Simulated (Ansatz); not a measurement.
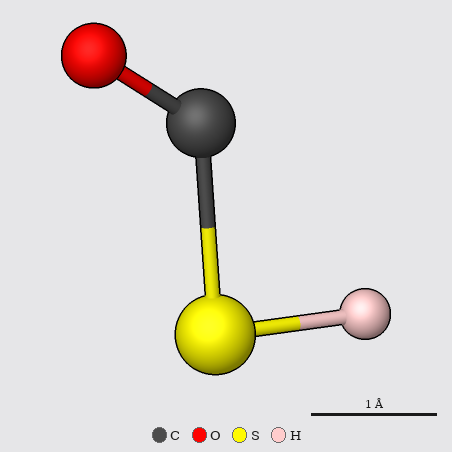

Ball-and-stick drawing of a structure.

Charge 0, doublet.

Description:

It has 4 atoms: 1 carbon, 1 hydrogen, 1 oxygen and 1 sulfur (CHOS). The point group is Cs. It is an open-shell species. All atoms lie on one plane. Coordination: 1 C bent; 1 S bent.

More results for the same structure follow; atom numbers are the same in all pictures, views and colours differ. Computed geometry: PBE0-D4/def2-TZVP optimisation. No frequency run is at hand to confirm it as a minimum.

### Shape

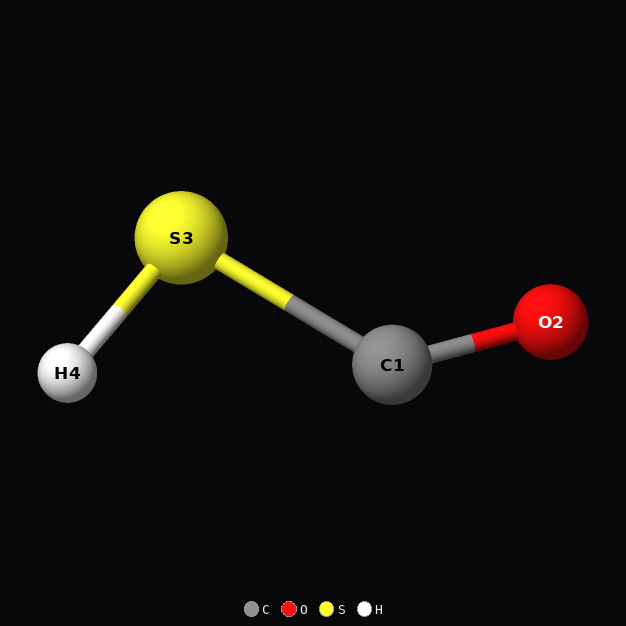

No frequency run is at hand to confirm it as a minimum.

Give the bond lengths.

```csv
bond,length (Å)
C1–O2,1.169
C1–S3,1.773
S3–H4,1.341
```

### Electronic properties

No frequency run is at hand to confirm it as a minimum. Properties computed with UHF-CCSD(T), frozen core/def2-TZVPP (Ansatz 0.2.0).

What does the calculation give?

- ⟨S²⟩ of the determinant: 0.774
- T1 diagnostic: 0.021

### Dipole moment

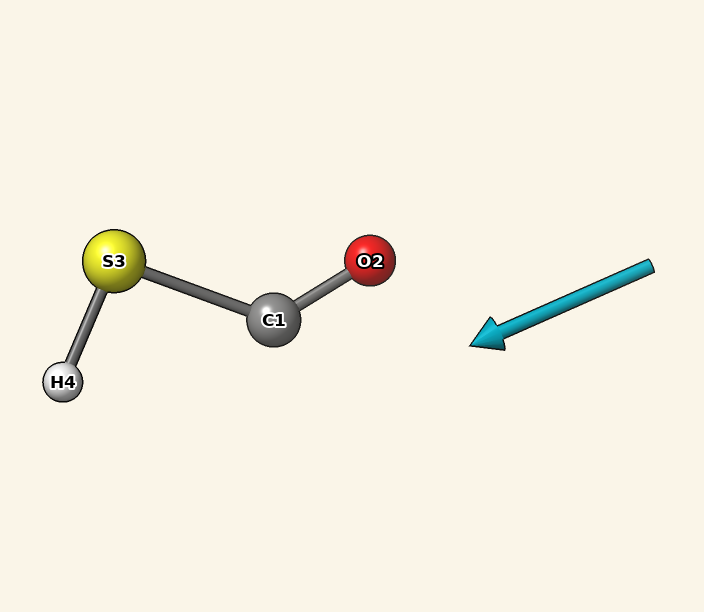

The arrow beside the molecule shows the direction of the dipole moment, from the negative to the positive end (its length means nothing). No frequency run is at hand to confirm it as a minimum. Level of theory: UKS PBE0-D4/def2-TZVP (Ansatz 0.2.0).

Question: Estimate the dipole moment.

Answer: 2.13 D; it points from the side of O2 to the side of H4 (the outermost atoms at the two ends).

### Charges

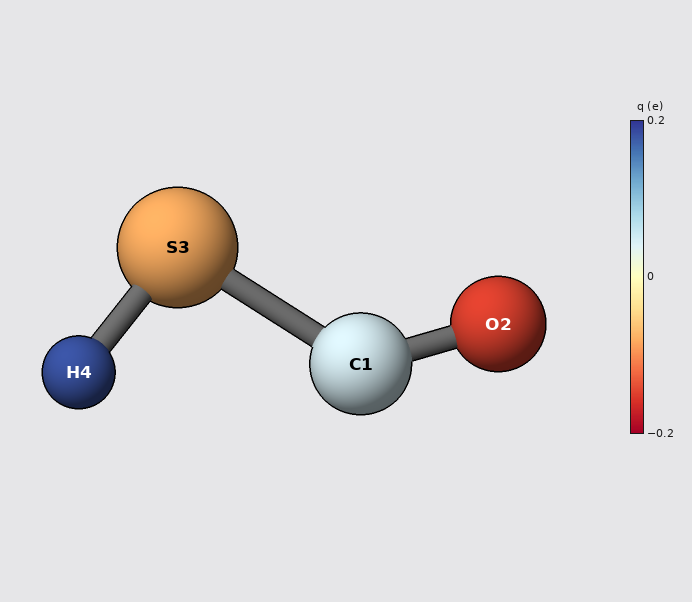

Atoms are coloured by their Mulliken charges. No frequency run is at hand to confirm it as a minimum. Method: UKS PBE0-D4/def2-TZVP (Ansatz 0.2.0).

List the Mulliken charges.

```csv
atom,value (e)
C1,0.05
O2,−0.15
S3,−0.08
H4,0.18
```

Mulliken values depend strongly on the basis set and can even reverse the polarity of a bond.
